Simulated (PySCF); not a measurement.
# A workflow on C2HBF (SMILES C#C[B]F)

Wanted: a structure relaxation (UBLYP/pc-0), then vibrational wavenumbers, then the energy (NEVPT2(3,4)/SBKJC), then the excited states (ADC(2)/6-31G**) of C2HBF. Input form: a Python script.

The calculation is run with PySCF 2.14.0.

### 1 The molecule

C2HBF has 5 atoms, charge 0, and is taken as a doublet. As SMILES, `C#C[B]F`. All atoms were displaced at random from a relaxed shape. The run starts from this shape.

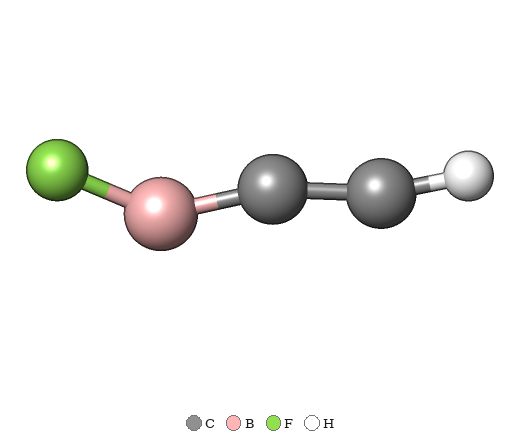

Viewed from a chosen angle; carbon grey, boron pink, fluorine green, hydrogen white.

### 2 A geometry optimisation at UBLYP/pc-0 (density fitting with cc-pvdz-jkfit) (run 1)

input.xyz

```xyz
5
C2HBF
C      0.534536     1.169282    -0.275968
C      0.023306     0.029274    -0.004624
B     -0.138089    -1.279056     0.316213
F     -1.104563    -2.209901     0.473474
H      0.718308     2.156700    -0.582163
```

calc.py

```python
from pyscf import gto, dft
from pyscf.geomopt.geometric_solver import kernel as optimise

mol = gto.Mole()
mol.atom = 'input.xyz'
mol.spin = 1
mol.verbose = 3
mol.basis = 'pc-0'
mol.max_memory = 1860
mol.build()

ks = dft.UKS(mol, xc='blyp')
ks = ks.density_fit(auxbasis='cc-pvdz-jkfit')
ks.max_cycle = 100
converged, mol_eq = optimise(ks, maxsteps=100, convergence_set='GAU_TIGHT')
print('converged:', converged)
print(mol_eq.tostring())

ks.reset(mol_eq)
mol = mol_eq
ks.kernel()
if not ks.converged:
    ks = ks.newton().run(ks.mo_coeff, ks.mo_occ)
e_final = ks.e_tot
print('Final energy', e_final)
```

The run is started by

```bash
OMP_NUM_THREADS=1 python calc.py
```

Log:

```text
convergence_set           GAU_TIGHT
[... 43 lines left out ...]
WARN: Mole.unit (angstrom) is changed to Bohr
[... 169 lines left out ...]
converged SCF energy = -200.818651440341  <S^2> = 0.75365169  2S+1 = 2.0036484
[... 209 lines left out ...]
converged SCF energy = -200.818662955087  <S^2> = 0.75365408  2S+1 = 2.0036507
[... 210 lines left out ...]
converged SCF energy = -200.818662828336  <S^2> = 0.75366044  2S+1 = 2.0036571
[... 160 lines left out ...]
Converged! =D
[... 1 line left out ...]
converged: True
C           0.42439623        1.19722708       -0.31701156
C           0.08169526        0.05518199        0.00760660
B          -0.10499661       -1.35500034        0.42069099
F          -1.21404261       -2.12156288        0.59127449
H           0.74659942        2.18331154       -0.59568644

converged SCF energy = -200.818662827644  <S^2> = 0.75365939  2S+1 = 2.003656
Final energy -200.81866282764358
```

Run time: 2.1 min. Hardware: 1 thread of Arm Neoverse V1, shared host; peak memory 0.44 GiB.

Step by step:

```csv
step,energy from the first frame kept (eV),largest force (eV/Å)
0,0.0000,6.3539
2,-0.2787,0.4651
4,-0.3219,0.2207
6,-0.3261,0.0778
8,-0.3265,0.0086
10,-0.3266,0.0363
12,-0.3268,0.0089
14,-0.3268,0.0089
16,-0.3268,0.0060
18,-0.3268,0.0028
20,-0.3268,0.0021
22,-0.3268,0.0031
24,-0.3268,0.0026
26,-0.3268,0.0020
28,-0.3268,0.0014
30,-0.3268,0.0012
32,-0.3268,0.0011
34,-0.3268,0.0010
35,-0.3268,0.0009
```

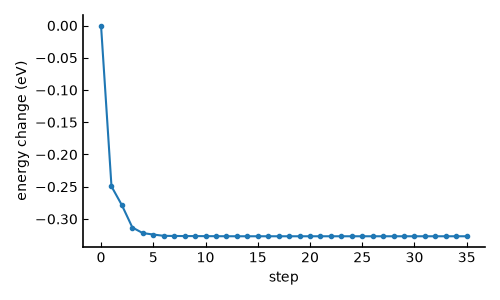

Energy along the run.

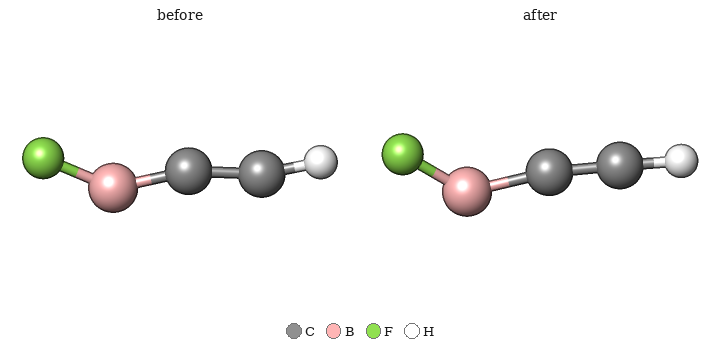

Before and after, at one scale.

After the run. Bond lengths: C1–C2 1.236 Å, C2–B3 1.481 Å, B3–F4 1.359 Å, C1–H5 1.074 Å. Angles: C1–C2–B3 171.1°, C2–B3–F4 132.4°, C2–C1–H5 178.6°.

### 3 The harmonic vibrations at UBLYP/pc-0 (density fitting with cc-pvdz-jkfit) (run 2)

start.xyz

```xyz
5
C2HBF
C      0.741124     1.884921    -0.526075
C      0.398423     0.742876    -0.201456
B      0.211731    -0.667306     0.211628
F     -0.897315    -1.433869     0.382211
H      1.063327     2.871006    -0.804749
```

job.py

```python
import numpy
from pyscf import gto, dft, symm
from pyscf.hessian import thermo

mol = gto.Mole()
mol.atom = 'start.xyz'
mol.spin = 1
mol.max_memory = 1860
mol.verbose = 3
mol.basis = 'pc-0'
mol.build()

mf = dft.UKS(mol, xc='blyp')
mf = mf.density_fit(auxbasis='cc-pvdz-jkfit')
mf.max_cycle = 100
mf.kernel()
if not mf.converged:
    mf = mf.newton().run(mf.mo_coeff, mf.mo_occ)

e_final = mf.e_tot
print('Final energy', e_final)
hess = mf.Hessian().kernel()
modes = thermo.harmonic_analysis(mol, hess)
print('frequencies (1/cm)', numpy.round(modes['freq_wavenumber'], 1))
symm.geom.TOLERANCE = 1e-3  # for the symmetry number
th = thermo.thermo(mf, modes['freq_au'], 500, 101325)
thermo.dump_thermo(mol, th)
```

The run is started by

```bash
OMP_NUM_THREADS=1 python job.py
```

Log:

```text
WARN: HOMO -0.175253803036338 >= LUMO -0.175253803036327

converged SCF energy = -200.818662827665  <S^2> = 0.7536594  2S+1 = 2.0036561
Final energy -200.8186628276649
frequencies (1/cm) [ 195.2  267.4  475.8  585.1  789.7  792.4 1407.  2002.  3430.3]
temperature 500.0000 [K]
pressure 101325.00 [Pa]
Rotational constants [GHz] 139.57435 3.85746 3.75371
Symmetry number 1
Zero-point energy (ZPE) 0.02266 [Eh]   59483.707 [J/mol]
                           tot       elec      trans        rot        vib
Entropy [J/mol/K]       318.360      5.763    169.434    100.968     42.194
Cv [J/mol/K]             69.052      0.000     12.472     12.472     44.109
Cp [J/mol/K]             77.367      0.000     20.786     12.472     44.109
Internal energy [J/mol]                      6235.845   6235.845  71422.328
Internal energy [Eh]   -200.78671  -200.81866
Enthalpy [J/mol]                            10393.075   6235.845  71422.328
Enthalpy [Eh]          -200.78513
Gibbs free energy [J/mol]                  -74323.934 -44248.179  50325.143
Gibbs free energy [Eh] -200.84575
```

It took 35 s on 1 thread of Arm Neoverse V1, shared host; peak memory 0.71 GiB.

### 4 A single-point energy at NEVPT2(3,4)/SBKJC (core potential) (run 3)

job.py

```python
# C#C[B]F
from pyscf import gto, scf, mcscf, mrpt

mol = gto.Mole()
mol.atom = [
    ('C', (0.424396, 1.197227, -0.317012)),
    ('C', (0.081695, 0.055182, 0.007607)),
    ('B', (-0.104997, -1.355000, 0.420691)),
    ('F', (-1.214043, -2.121563, 0.591274)),
    ('H', (0.746599, 2.183312, -0.595686)),
]
mol.ecp = {'C': 'sbkjc', 'B': 'sbkjc', 'F': 'sbkjc'}
mol.verbose = 4
mol.basis = 'sbkjc'
mol.max_memory = 1860
mol.spin = 1
mol.build()

mf = scf.ROHF(mol)
mf.max_cycle = 100
mf = mf.newton()
mf.kernel()

cas = mcscf.CASSCF(mf, 4, 3)
cas.fix_spin_(ss=0.75)
cas.natorb = True
cas.kernel()
e_pt2 = mrpt.NEVPT(cas).kernel()
e_final = cas.e_tot + e_pt2
print('E = %.10f Eh' % e_final)
```

The run is started by

```bash
OMP_NUM_THREADS=1 python job.py
```

Log:

```text
PySCF version 2.14.0

[... 61 lines left out ...]
converged SCF energy = -37.9664407004042
[... 48 lines left out ...]
1-step CASSCF converged in   5 macro ( 73 JK  17 micro) steps
[... 15 lines left out ...]
CASSCF energy = -37.9931503725679
[... 27 lines left out ...]
Nevpt2 Energy = -0.258258972597757
E = -38.2514093452 Eh
```

Run time: 2.3 s. Hardware: 1 thread of Arm Neoverse V1, shared host; peak memory 0.13 GiB.

### 5 The excited states at ADC(2)/6-31G(d,p) (spherical functions, root kind ee) (run 4)

job.py

```python
from pyscf import gto, adc

mol = gto.M(
    atom=[
    ('C', (0.424396, 1.197227, -0.317012)),
    ('C', (0.081695, 0.055182, 0.007607)),
    ('B', (-0.104997, -1.355000, 0.420691)),
    ('F', (-1.214043, -2.121563, 0.591274)),
    ('H', (0.746599, 2.183312, -0.595686)),
],
    basis='6-31g**',
    spin=1,
    charge=0,
    max_memory=1860,
    verbose=4,
)

myscf = mol.UHF()
myscf.kernel()

myadc = adc.ADC(myscf, frozen=(4, 4))
myadc.method = 'adc(2)'

myadc.method_type = 'ee'
e, vec, osc, x = myadc.kernel(nroots=3)

roots = e * 27.211386
print('root  energy (eV)  strength')
for i, (w, f) in enumerate(zip(roots, osc), 1):
    print('%3d %10.4f %10.5f' % (i, w, f))
```

The run is started by

```bash
OMP_NUM_THREADS=1 python job.py
```

Log:

```text
PySCF version 2.14.0

[... 125 lines left out ...]
converged SCF energy = -200.371018909028  <S^2> = 0.95540715  2S+1 = 2.1958207
[... 15 lines left out ...]
******** <class 'pyscf.adc.uadc_ee.UADCEE'> ********
max_space = 200
max_cycle = 50
conv_tol = 1e-08
tol_residual = 1e-05

*************************************************************
                   ADC calculation summary
*************************************************************
adc(2) root 0  |  Energy (Eh) =   0.0680463883  |  Energy (eV) =   1.85163654  |  Osc. strength = 0.00510878  |  conv = True
adc(2) root 1  |  Energy (Eh) =   0.1656465573  |  Energy (eV) =   4.50747241  |  Osc. strength = 0.00185838  |  conv = True
adc(2) root 2  |  Energy (Eh) =   0.1884669022  |  Energy (eV) =   5.12844563  |  Osc. strength = 0.00033522  |  conv = True
root  energy (eV)  strength
  1     1.8516    0.00511
  2     4.5075    0.00186
  3     5.1284    0.00034
```

Wall time 16 s (1 thread of Arm Neoverse V1, shared host); peak memory 0.53 GiB.

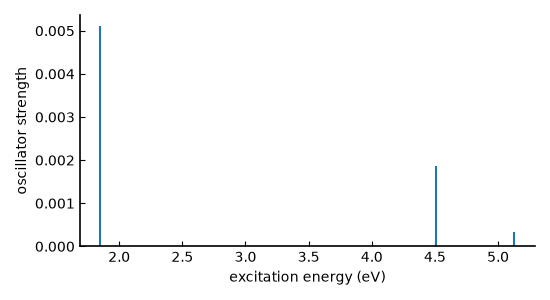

Vertical excitations as sticks.

The roots found:

```csv
excited state,energy (eV),strength
1,1.852,0.0051
2,4.507,0.0019
3,5.128,0.0003
```

### 6 Outcome

| quantity | value |
| --- | --- |
| run 1, UBLYP/pc-0: total energy at the end | -200.81866 Eh |
| run 1, UBLYP/pc-0: dipole moment | 1.69 D |
| run 1, UBLYP/pc-0: HOMO energy (highest over α and β) | -4.40 eV |
| run 1, UBLYP/pc-0: LUMO energy (lowest over α and β) | -3.02 eV |
| run 1, UBLYP/pc-0: ⟨S²⟩ | 0.754 |
| run 2, UBLYP/pc-0: lowest harmonic wavenumber | 195 cm⁻¹ |
| run 2, UBLYP/pc-0: highest harmonic wavenumber | 3430 cm⁻¹ |
| run 2, UBLYP/pc-0: zero-point energy | 59.5 kJ/mol |
| run 2, UBLYP/pc-0: ideal-gas entropy at 500 K (symmetry number 1 as used) | 76.1 cal/(mol K) |
| run 3, NEVPT2(3,4)/SBKJC: total energy | -38.25141 Eh |
| run 3, NEVPT2(3,4)/SBKJC: dipole moment (Hartree–Fock density) | 2.89 D |
| run 4, ADC(2)/6-31G**: dipole moment (Hartree–Fock density) | 2.21 D |
| run 4, ADC(2)/6-31G**: HOMO energy (Hartree–Fock orbitals) (highest over α and β) | -9.40 eV |
| run 4, ADC(2)/6-31G**: LUMO energy (Hartree–Fock orbitals) (lowest over α and β) | 1.73 eV |
| run 4, ADC(2)/6-31G**: correlation energy (4 core orbitals frozen) | -459.1 mEh |
| run 4, ADC(2)/6-31G**: ⟨S²⟩ of the reference determinant | 0.955 |
| run 4, ADC(2)/6-31G**: lowest excitation energy | 1.85 eV |

**Reading.** The optimisation (run 1, UBLYP/pc-0) took 35 steps and changed the energy by -0.327 eV. All 9 modes (run 2, UBLYP/pc-0) are real, so the shape is a minimum at this level. Mulliken charges (run 2, UBLYP/pc-0) run from -0.15 on C1 to +0.15 on B3; they depend strongly on the basis. Mulliken charges (run 3, NEVPT2(3,4)/SBKJC) of the mean-field density run from -0.30 on F4 to +0.31 on H5; they depend strongly on the basis. ⟨S²⟩ (run 4, ADC(2)/6-31G**) is 0.96 where a pure doublet has 0.75: the reference is spin-contaminated.
